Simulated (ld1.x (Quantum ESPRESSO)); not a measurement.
# An ultrasoft potential for tantalum, from input to tests

Task: generate the file, and judge it by its errors in other configurations, its logarithmic derivatives, its ghosts and its cutoff.

The numbers are computed with ld1.x (Quantum ESPRESSO) 7.5 (LDA (PZ), scalar-relativistic, spin-unpolarised reference atom).

### 1 The design

Typed settings, in words:

```json
{
 "element": "tantalum (Ta, Z = 73)",
 "type": "ultrasoft",
 "frozen core": "[Xe] 4f14",
 "valence charge": "5",
 "reference configuration": "5d4 6s1 6p0",
 "partial waves": "6s (bound): rcut 2.75, rcutus 3.00 bohr; 6s channel at 0.05 Ry: rcut 2.75, rcutus 3.00 bohr; 6p (bound, empty): rcut 2.75, rcutus 3.05 bohr; 6p channel at 3.8 Ry: rcut 2.75, rcutus 3.05 bohr; 5d (bound): rcut 2.30, rcutus 2.50 bohr; 5d channel at 0.5 Ry: rcut 2.30, rcutus 2.50 bohr",
 "local potential": "all-electron potential smoothed inside 2.70 bohr (lloc = -1)",
 "core correction": "not asked for",
 "augmentation charge": "PSQ, inside the norm-conserving radii"
}
```

The nodes and maxima of the atom's own shells, from an earlier all-electron run, set the scale for the radii.

All-electron outer shells of the reference configuration (LDA (PZ), scalar-relativistic, ld1.x):

| shell | level (eV) | outermost node (bohr) | outermost maximum (bohr) |
| --- | --- | --- | --- |
| 5p | -38.00 | 0.58 | 1.13 |
| 4f | -23.25 | – | 0.44 |
| 6s | -5.16 | 1.33 | 2.81 |
| 5d | -2.83 | 0.65 | 1.62 |
| 6p | -1.31 | 1.61 | 4.04 |

### 2 Generation

Ta.in

```
 &input
   title='Ta', zed=73., rel=1, dft='PZ', iswitch=3,
   config='[Xe] 4f14 5d4 6s1 6p0',
   nld=3, rlderiv=3.30, eminld=-2.0, emaxld=5.0, deld=0.02
 /
 &inputp
   pseudotype=3, tm=.true., lloc=-1, rcloc=2.70,
   nlcc=.false.,
   which_augfun='PSQ', rmatch_augfun_nc=.true.,
   file_pseudopw='Ta.UPF', file_wfcaegen='ae.wfc', file_wfcncgen='nc.wfc', file_beta='beta', file_chi='chi', file_wfcusgen='us.wfc'
 /
6
6S  1  0   1.00   0.00  2.75  3.00  0.0
6S  1  0   0.00   0.05  2.75  3.00  0.0
6P  2  1   0.00   0.00  2.75  3.05  0.0
6P  2  1   0.00   3.80  2.75  3.05  0.0
5D  3  2   4.00   0.00  2.30  2.50  0.0
5D  3  2   0.00   0.50  2.30  2.50  0.0
 &test
   configts(1)='5d4 6s1 6p0'
 /
```

On the command line:

```sh
$ ld1.x < Ta.in > Ta.out
```

What the program wrote to Ta.out (without the banner and most projector matrices):

```text
     Program LD1 v.7.5
     --------------------------- All-electron run ----------------------------

     Ta
     scalar relativistic calculation

     atomic number is 73.00
     dft =PZ   lsd =0 sic =0 latt =0  beta=0.20 tr2=1.0E-14
     Exchange-correlation= PZ
                           (   1   1   0   0   0   0   0)
     mesh =1273 r(mesh) = 100.43799 a.u. xmin = -7.00 dx = 0.01250
     1 Ry =  13.60569312 eV, c = 137.03599908

     n l     nl                  e(Ry)          e(Ha)          e(eV)
     1 0     1S 1( 2.00)     -4947.4232     -2473.7116    -67313.1212
     2 0     2S 1( 2.00)      -850.0007      -425.0003    -11564.8482
     2 1     2P 1( 6.00)      -745.1422      -372.5711    -10138.1759
     3 0     3S 1( 2.00)      -194.5875       -97.2938     -2647.4981
     3 1     3P 1( 6.00)      -163.4052       -81.7026     -2223.2415
     4 0     4S 1( 2.00)       -39.5253       -19.7626      -537.7689
     4 1     4P 1( 6.00)       -29.2916       -14.6458      -398.5328
     3 2     3D 1(10.00)      -126.9610       -63.4805     -1727.3928
     5 0     5S 1( 2.00)        -5.2561        -2.6280       -71.5129
     5 1     5P 1( 6.00)        -2.7926        -1.3963       -37.9952
     4 2     4D 1(10.00)       -16.1930        -8.0965      -220.3171
     4 3     4F 1(14.00)        -1.7085        -0.8542       -23.2447
     5 2     5D 1( 4.00)        -0.2083        -0.1042        -2.8346
     6 0     6S 1( 1.00)        -0.3796        -0.1898        -5.1653
     6 1     6P 1( 0.00)        -0.0966        -0.0483        -1.3150

     final scf error:  6.4E-15 reached in  27 iterations

     Etot =  -31190.544298 Ry,  -15595.272149 Ha, -424368.974064 eV

     Ekin =   34266.925102 Ry,   17133.462551 Ha,  466225.267201 eV
     Encl =  -77062.345580 Ry,  -38531.172790 Ha,-1048486.625304 eV
     Eh   =   12216.807574 Ry,    6108.403787 Ha,  166218.134798 eV
     Exc  =    -611.931394 Ry,    -305.965697 Ha,   -8325.750759 eV

     normalization and overlap integrals

     s(1S/1S) =  1.000000  <r> =   0.0187  <r2> =    0.0005  r(max) =   0.0116
     s(2S/2S) =  1.000000  <r> =   0.0790  <r2> =    0.0074  r(max) =   0.0670
     s(2P/2P) =  1.000000  <r> =   0.0706  <r2> =    0.0061  r(max) =   0.0549
     s(3S/3S) =  1.000000  <r> =   0.2050  <r2> =    0.0480  r(max) =   0.1891
     s(3P/3P) =  1.000000  <r> =   0.2050  <r2> =    0.0487  r(max) =   0.1868
     s(4S/4S) =  1.000000  <r> =   0.4590  <r2> =    0.2379  r(max) =   0.4315
     s(4P/4P) =  1.000000  <r> =   0.4880  <r2> =    0.2710  r(max) =   0.4480
     s(3D/3D) =  1.000000  <r> =   0.1857  <r2> =    0.0404  r(max) =   0.1510
     s(5S/5S) =  1.000000  <r> =   1.1010  <r2> =    1.3645  r(max) =   0.9847
     s(5P/5P) =  1.000000  <r> =   1.2997  <r2> =    1.9224  r(max) =   1.1298
     s(4D/4D) =  1.000000  <r> =   0.5233  <r2> =    0.3176  r(max) =   0.4593
     s(4F/4F) =  1.000000  <r> =   0.6400  <r2> =    0.5228  r(max) =   0.4424
     s(5D/5D) =  1.000000  <r> =   2.3903  <r2> =    7.1998  r(max) =   1.6234
     s(6S/6S) =  1.000000  <r> =   3.3703  <r2> =   13.0018  r(max) =   2.8138
     s(6P/6P) =  1.000000  <r> =   5.0973  <r2> =   30.4320  r(max) =   4.0432

     ------------------------ End of All-electron run ------------------------

     --------------------- Generating US pseudopotential ---------------------

      Generating local potential from pseudized AE potential:
      Matching radius rcloc =   2.7000

      Local pseudo, rcloc= 2.677 Estimated cut-off energy=     3.45 Ry
      Wfc-us  6S rcutus= 3.033  Estimated cut-off energy=     4.97 Ry
      Wfc-us  6S rcutus= 3.033  Estimated cut-off energy=     5.75 Ry
      Wfc-us  6P rcutus= 3.033  Estimated cut-off energy=     7.68 Ry
      Wfc-us  6P rcutus= 3.033  Estimated cut-off energy=    16.06 Ry
      Wfc-us  5D rcutus= 2.483  Estimated cut-off energy=    18.59 Ry
      Wfc-us  5D rcutus= 2.483  Estimated cut-off energy=    23.59 Ry

     Q pseudized with Bessel functions
     Expected ecutrho=      95.3668 due to l1=  2   l2=  2

     ------------------- End of pseudopotential generation -------------------

     [... the all-electron block is printed once more ...]


     Computing logarithmic derivative in   3.28975
     Computing logarithmic derivative in   3.28975
     Computing the partial wave expansion
     R is outside the sphere for l=    0 j= 0.00
     R is outside the sphere for l=    0 j= 0.00
     R is outside the sphere for l=    1 j= 0.00
     R is outside the sphere for l=    1 j= 0.00
     R is outside the sphere for l=    2 j= 0.00
     R is outside the sphere for l=    2 j= 0.00

     ---------------------- Testing the pseudopotential ----------------------

     Ta
     scalar relativistic calculation

     atomic number is 73.00   valence charge is  5.00
     dft =PZ   lsd =0 sic =0 latt =0  beta=0.20 tr2=1.0E-14
     mesh =1273 r(mesh) = 100.43799 xmin = -7.00 dx = 0.01250

     n l     nl             e AE (Ry)        e PS (Ry)    De AE-PS (Ry)
     3 2     5D   1( 4.00)       -0.20834       -0.20834        0.00000
     1 0     6S   1( 1.00)       -0.37965       -0.37965        0.00000
     2 1     6P   1( 0.00)       -0.09665       -0.09665       -0.00000

     eps = 2.9E-16  iter =  3

     Etot =  -31190.544298 Ry,  -15595.272149 Ha, -424368.974064 eV
     Etotps =    -9.417274 Ry,      -4.708637 Ha,    -128.128539 eV

     Ekin =       7.427989 Ry,       3.713995 Ha,     101.062940 eV
     Encl =     -23.696693 Ry,     -11.848346 Ha,    -322.409933 eV
     Ehrt =       8.959822 Ry,       4.479911 Ha,     121.904588 eV
     Ecxc =      -2.491569 Ry,      -1.245785 Ha,     -33.899528 eV
     Epseu=       0.383177 Ry,       0.191589 Ha,       5.213394 eV

     ---------------------- End of pseudopotential test ----------------------
```

Wall time 3.2 s (1 thread, shared host). This counts the later configuration tests of the new file too.

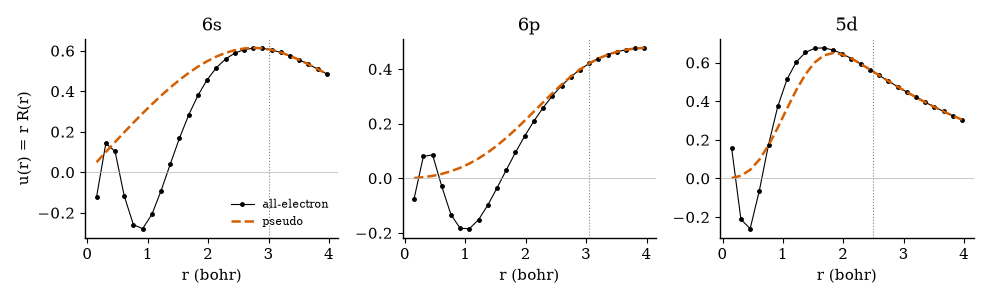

Bound waves of the atom and their pseudo partners (6s, 6p, 5d), with the matching radii dotted. The curves join 26 sampled radii, too few to resolve the innermost nodes.

### 3 Transferability test

Ta.test.in

```
 &input
   title='Ta', zed=73., rel=1, dft='PZ', iswitch=2,
   config='[Xe] 4f14 5d4 6s1 6p0'
 /
 &test
   file_pseudo='Ta.UPF', nconf=10,
   configts(1)='5d4 6s1 6p0',
   configts(2)='5d3 6s2 6p0',
   configts(3)='5d3 6s1 6p0',
   configts(4)='5d3 6s0 6p0',
   configts(5)='5d3 6s0 6p2',
   configts(6)='5d2 6s2 6p1',
   configts(7)='5d2 6s2 6p0',
   configts(8)='5d3 6s1 6p1',
   configts(9)='5d4 6s1 6p0', lsdts(9)=1,
   configts(10)='5d3 6s2 6p0', lsdts(10)=1
 /
```

On the command line:

```sh
$ ld1.x < Ta.test.in > Ta.test.out
```

Ta.test.out, the pseudopotential blocks:

```text
     ---------------------- Testing the pseudopotential ----------------------

     Ta
     scalar relativistic calculation

     atomic number is 73.00   valence charge is  5.00
     dft =PZ   lsd =0 sic =0 latt =0  beta=0.20 tr2=1.0E-14
     mesh =1273 r(mesh) = 100.43799 xmin = -7.00 dx = 0.01250

     n l     nl             e AE (Ry)        e PS (Ry)    De AE-PS (Ry)
     3 2     5D   1( 4.00)       -0.20834       -0.20834        0.00000
     1 0     6S   1( 1.00)       -0.37965       -0.37965        0.00000
     2 1     6P   1( 0.00)       -0.09665       -0.09665       -0.00000

     eps = 2.9E-16  iter =  3

     Etot =  -31190.544299 Ry,  -15595.272149 Ha, -424368.974069 eV
     Etotps =    -9.417274 Ry,      -4.708637 Ha,    -128.128539 eV

     Ekin =       7.427989 Ry,       3.713995 Ha,     101.062940 eV
     Encl =     -23.696693 Ry,     -11.848346 Ha,    -322.409933 eV
     Ehrt =       8.959822 Ry,       4.479911 Ha,     121.904588 eV
     Ecxc =      -2.491569 Ry,      -1.245785 Ha,     -33.899528 eV
     Epseu=       0.383177 Ry,       0.191589 Ha,       5.213394 eV

     ---------------------- End of pseudopotential test ----------------------

     ---------------------- Testing the pseudopotential ----------------------

     Ta
     [...]
     n l     nl             e AE (Ry)        e PS (Ry)    De AE-PS (Ry)
     3 2     5D   1( 3.00)       -0.27820       -0.28209        0.00390
     1 0     6S   1( 2.00)       -0.41309       -0.41298       -0.00011
     2 1     6P   1( 0.00)       -0.10893       -0.10999        0.00106

     eps = 5.1E-15  iter =  7

     Etot =  -31190.698092 Ry,  -15595.349046 Ha, -424371.066530 eV
     Etotps =    -9.569555 Ry,      -4.784778 Ha,    -130.200435 eV
     dEtot_ae =      -0.153793 Ry
     dEtot_ps =      -0.152282 Ry,   Delta E=      -0.001511 Ry

     [...]
     ---------------------- End of pseudopotential test ----------------------

     ---------------------- Testing the pseudopotential ----------------------

     Ta
     [...]
     n l     nl             e AE (Ry)        e PS (Ry)    De AE-PS (Ry)
     3 2     5D   1( 3.00)       -0.79084       -0.79418        0.00334
     1 0     6S   1( 1.00)       -0.87565       -0.87407       -0.00158
     2 1     6P   1( 0.00)       -0.49896       -0.50028        0.00131

     eps = 1.4E-15  iter =  7

     Etot =  -31190.058534 Ry,  -15595.029267 Ha, -424362.364899 eV
     Etotps =    -8.930410 Ry,      -4.465205 Ha,    -121.504418 eV
     dEtot_ae =       0.485765 Ry
     dEtot_ps =       0.486864 Ry,   Delta E=      -0.001099 Ry

     [...]
     ---------------------- End of pseudopotential test ----------------------

     ---------------------- Testing the pseudopotential ----------------------

     Ta
     [...]
     n l     nl             e AE (Ry)        e PS (Ry)    De AE-PS (Ry)
     3 2     5D   1( 3.00)       -1.36942       -1.36828       -0.00114
     1 0     6S   1( 0.00)       -1.37982       -1.37224       -0.00758  !
     2 1     6P   1( 0.00)       -0.93318       -0.93201       -0.00117

     eps = 6.2E-17  iter =  7

     Etot =  -31188.933361 Ry,  -15594.466681 Ha, -424347.056147 eV
     Etotps =    -7.808826 Ry,      -3.904413 Ha,    -106.244493 eV
     dEtot_ae =       1.610938 Ry
     dEtot_ps =       1.608448 Ry,   Delta E=       0.002490 Ry

     [...]
     ---------------------- End of pseudopotential test ----------------------

     ---------------------- Testing the pseudopotential ----------------------

     Ta
     [...]
     n l     nl             e AE (Ry)        e PS (Ry)    De AE-PS (Ry)
     3 2     5D   1( 3.00)       -0.46129       -0.45640       -0.00489
     1 0     6S   1( 0.00)       -0.54806       -0.54425       -0.00381
     2 1     6P   1( 2.00)       -0.20567       -0.20612        0.00045

     eps = 5.8E-15  iter = 11

     Etot =  -31190.052293 Ry,  -15595.026146 Ha, -424362.279983 eV
     Etotps =    -8.928658 Ry,      -4.464329 Ha,    -121.480576 eV
     dEtot_ae =       0.492006 Ry
     dEtot_ps =       0.488616 Ry,   Delta E=       0.003390 Ry

     [...]
     ---------------------- End of pseudopotential test ----------------------

     ---------------------- Testing the pseudopotential ----------------------

     Ta
     [...]
     n l     nl             e AE (Ry)        e PS (Ry)    De AE-PS (Ry)
     3 2     5D   1( 2.00)       -0.46942       -0.47508        0.00567  !
     1 0     6S   1( 2.00)       -0.52886       -0.52665       -0.00222
     2 1     6P   1( 1.00)       -0.18018       -0.18356        0.00338

     eps = 3.4E-15  iter = 16

     Etot =  -31190.470991 Ry,  -15595.235495 Ha, -424367.976659 eV
     Etotps =    -9.339541 Ry,      -4.669770 Ha,    -127.070923 eV
     dEtot_ae =       0.073308 Ry
     dEtot_ps =       0.077733 Ry,   Delta E=      -0.004425 Ry

     [...]
     ---------------------- End of pseudopotential test ----------------------

     ---------------------- Testing the pseudopotential ----------------------

     Ta
     [...]
     n l     nl             e AE (Ry)        e PS (Ry)    De AE-PS (Ry)
     3 2     5D   1( 2.00)       -0.90912       -0.92354        0.01442  !
     1 0     6S   1( 2.00)       -0.93930       -0.93989        0.00059
     2 1     6P   1( 0.00)       -0.53868       -0.54623        0.00756  !

     eps = 2.1E-15  iter =  9

     Etot =  -31190.116610 Ry,  -15595.058305 Ha, -424363.155068 eV
     Etotps =    -8.979594 Ry,      -4.489797 Ha,    -122.173596 eV
     dEtot_ae =       0.427689 Ry
     dEtot_ps =       0.437680 Ry,   Delta E=      -0.009992 Ry

     [...]
     ---------------------- End of pseudopotential test ----------------------

     ---------------------- Testing the pseudopotential ----------------------

     Ta
     [...]
     n l     nl             e AE (Ry)        e PS (Ry)    De AE-PS (Ry)
     3 2     5D   1( 3.00)       -0.37498       -0.37548        0.00050
     1 0     6S   1( 1.00)       -0.48611       -0.48447       -0.00164
     2 1     6P   1( 1.00)       -0.16312       -0.16391        0.00079

     eps = 6.0E-15  iter = 11

     Etot =  -31190.385040 Ry,  -15595.192520 Ha, -424366.807240 eV
     Etotps =    -9.258177 Ry,      -4.629088 Ha,    -125.963913 eV
     dEtot_ae =       0.159259 Ry
     dEtot_ps =       0.159097 Ry,   Delta E=       0.000162 Ry

     [...]
     ---------------------- End of pseudopotential test ----------------------

     ---------------------- Testing the pseudopotential ----------------------

     Ta
     [...]
     n l     nl             e AE (Ry)        e PS (Ry)    De AE-PS (Ry)
     3 2     5D   1( 4.00)       -0.25027       -0.26053        0.01026  !
     1 0     6S   1( 1.00)       -0.41990       -0.41405       -0.00585  !
     2 1     6P   1( 0.00)       -0.11668       -0.11100       -0.00569  !
     3 2     5D   2( 0.00)       -0.07806       -0.02342       -0.05464  !
     1 0     6S   2( 0.00)       -0.24911       -0.14797       -0.10114  !
     2 1     6P   2( 0.00)       -0.02468       -0.00740       -0.01728  !

     eps = 6.3E-15  iter = 15

     Etot =  -31190.738009 Ry,  -15595.369004 Ha, -424371.609625 eV
     Etotps =    -9.770787 Ry,      -4.885393 Ha,    -132.938325 eV
     dEtot_ae =      -0.193710 Ry
     dEtot_ps =      -0.353513 Ry,   Delta E=       0.159803 Ry

     [...]
     ---------------------- End of pseudopotential test ----------------------

     ---------------------- Testing the pseudopotential ----------------------

     Ta
     [...]
     n l     nl             e AE (Ry)        e PS (Ry)    De AE-PS (Ry)
     3 2     5D   1( 3.00)       -0.31609       -0.34776        0.03167  !
     1 0     6S   1( 1.00)       -0.44040       -0.44520        0.00480
     2 1     6P   1( 0.00)       -0.12116       -0.12402        0.00286
     3 2     5D   2( 0.00)       -0.21275       -0.10415       -0.10860  !
     1 0     6S   2( 1.00)       -0.36869       -0.34052       -0.02817  !
     2 1     6P   2( 0.00)       -0.08994       -0.08314       -0.00680  !

     eps = 2.0E-15  iter = 14

     Etot =  -31190.775041 Ry,  -15595.387521 Ha, -424372.113479 eV
     Etotps =    -9.742947 Ry,      -4.871474 Ha,    -132.559553 eV
     dEtot_ae =      -0.230742 Ry
     dEtot_ps =      -0.325674 Ry,   Delta E=       0.094931 Ry

     [...]
     ---------------------- End of pseudopotential test ----------------------
```

The tests as a table, with energies relative to 5d4 6s1 6p0. Spin-polarised rows fill open shells by Hund's rule and count from the unpolarised reference.

```csv
valence configuration,charge,ΔE all-electron (eV),error AE − PS (meV)
5d3 6s2 6p0,0,-2.092,-21
5d3 6s1 6p0,+1,6.609,-15
5d3 6s0 6p0,+2,21.918,+34
5d3 6s0 6p2,0,6.694,+46
5d2 6s2 6p1,0,0.997,-60
5d2 6s2 6p0,+1,5.819,-136
5d3 6s1 6p1,0,2.167,+2.2
5d4 6s1 6p0 (spin-polarised),0,-2.636,+2174
5d3 6s2 6p0 (spin-polarised),0,-3.139,+1292
```

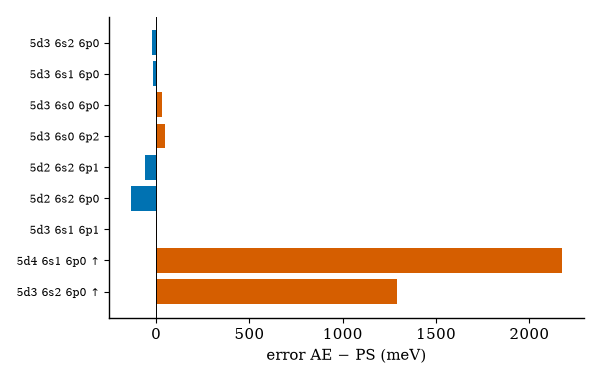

Error of the potential in each test configuration; ↑ marks spin-polarised tests.

### 4 Scattering by logarithmic derivatives

Taken from the files of the generation run. The phase is arctan(r·u′/u) with u = r·R, unwrapped, with energies in Ry. A pole is an energy at which the radial function vanishes at the test radius. The pseudo phase is shifted by a multiple of π to meet the all-electron one at the reference energy. Levels narrower than the energy grid can be missing from the poles. The last column is the largest difference on the grid between −1 and +1 Ry.

```tsv
channel	radius (bohr)	reference (Ry)	poles AE	poles PS	window around the reference with phases within 0.05 rad (Ry)	largest difference near zero (rad)
s	3.29	-0.38	0.74	0.74, 1.85	below 1.7	0.001
p	3.29	-0.10	1.84	1.80	below 4.3	0.008
d	3.29	-0.21	0.09, 3.87	0.09, 3.88	the whole range	0.000
```

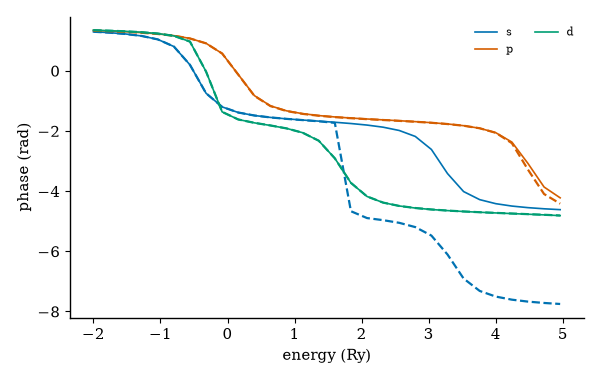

All-electron (solid) and pseudo (dashed) phases against energy.

### 5 Plane-wave convergence, by spherical Bessel functions

This step uses the generator's waves and projectors in a separate script. Basis: spherical Bessel functions vanishing at 20 bohr, q² up to the cutoff; potential fixed at the reference.

All-electron valence levels (Ry): 6s -0.3796, 6p -0.0966, 5d -0.2083. The lowest levels of each channel (Ry) by cutoff; the last column sums, over occupied levels, occupation times the distance from the level at 400 Ry. A positive value at high cutoff is not a bound level.

```
cutoff (Ry)     s #1     p #1     d #1    f #1  Σ f·Δε (mRy)
          8  -0.3796  -0.0966  -0.1382  0.1048         280.5
         10  -0.3796  -0.0966  -0.1797  0.1048         114.7
         12  -0.3796  -0.0966  -0.1999  0.1048          33.8
         15  -0.3796  -0.0966  -0.2067  0.1048           6.6
         18  -0.3797  -0.0966  -0.2081  0.1048           1.0
         21  -0.3797  -0.0966  -0.2081  0.1048           0.9
         25  -0.3797  -0.0966  -0.2082  0.1048           0.5
         30  -0.3797  -0.0966  -0.2083  0.1048           0.1
        400  -0.3797  -0.0966  -0.2084  0.1048           0.0
```

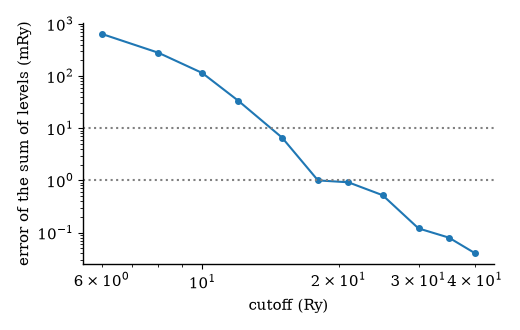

Occupation-weighted error of the valence levels against the cutoff; the dotted lines mark 10 and 1 mRy.

The sum stays within 10 mRy from 15 Ry and within 1 mRy from 21 Ry. The sum leaves out empty levels, which can need more. Ghost test: no level below the all-electron spectrum of its channel (s, p, d, f tested).

### 6 Summary of results

```
                                                quantity                      value
               cutoffs for 10 and 1 mRy, occupied levels            15 Ry and 21 Ry
                                            bound ghosts                 none found
         largest test error (AE − PS), unpolarised tests  -136 meV, for 5d2 6s2 6p0
largest phase difference near zero energy, channels read                  0.008 rad
         lowest eigenvalue of the overlap (Bessel basis)                  0.346 (s)
               density cutoff estimated by the generator                      95 Ry
```

**Reading.** By total energies transferability is poor: the largest error is 136 meV on 5.8 eV, for 5d2 6s2 6p0. The spin-polarised tests miss by far more, up to 2174 meV (5d4 6s1 6p0). By its cutoff, 15 Ry for the looser tolerance, it is soft on the atom at that tolerance. The slowest occupied level is 5d: taken alone it needs 18 Ry to come within 1 mRy, against 6 Ry or less for 6s. It is free of bound ghosts as far as tested. Near zero energy the phases of the channels with partial waves agree within 0.008 rad. The pseudo curves have a pole with no partner nearby in the atom's: s at 1.85 Ry. At positive energy that is a spurious or a displaced resonance. All of this concerns the isolated atom, not yet a solid.
